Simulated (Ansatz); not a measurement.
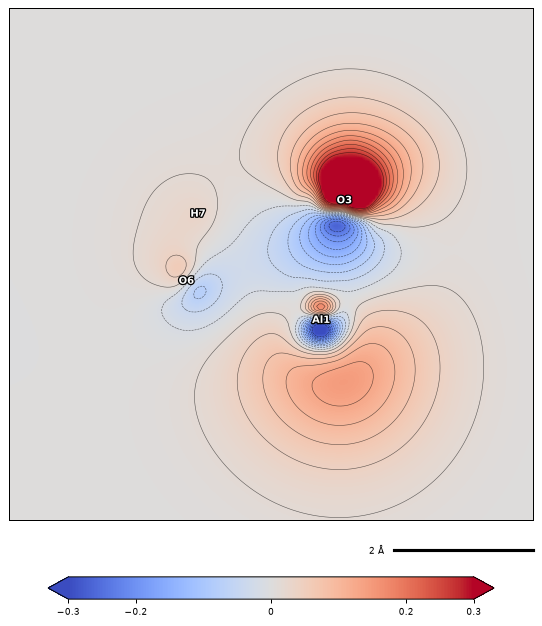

Figure 1: AlFH4O2. The HOMO on the plane of atoms Al1, O6 and H7 (values in Å⁻³ᐟ²; the overall sign is arbitrary).

All numbers below come from RKS B3LYP-D4/cc-pVDZ (Ansatz 0.2.0).

Input file:

```
crystal:
  periodic: [false, false, false]
  atoms:
    - { symbol: Al, position_ang: [0.062097, 0.460112, -0.28779] }
    - { symbol: F, position_ang: [-0.214245, -0.218455, 2.496342] }
    - { symbol: O, position_ang: [1.637866, -0.071357, -0.750759] }
    - { symbol: H, position_ang: [1.797297, -0.887314, -1.23909] }
    - { symbol: H, position_ang: [-1.306347, -0.16868, -0.730983] }
    - { symbol: O, position_ang: [0.041319, 1.956105, 0.648807] }
    - { symbol: H, position_ang: [0.878149, 2.43156, 0.736156] }
    - { symbol: H, position_ang: [-0.222736, 0.710931, 2.443717] }
basis:
  gaussian: { orbitals: cc-pVDZ }
hamiltonian:
  xc: b3lyp
  dispersion: d4
relax:
  f_tol: 0.03
  max_steps: 50
output:
  orbitals: {}
```

Run with:

```sh
ansatz run input.yaml --threads 1 --pin off --max-ram 2048MiB --backend cpu --events-out ev --progress --plain --runs-dir out
```

The fields are those of the run's last geometry, not of the input's.

Question: Describe this orbital and give its energy.

Answer: It lies mainly on O3 (about 55 %), H5 (about 20 %) and Al1 (about 15 %). Its energy is −7.93 eV.
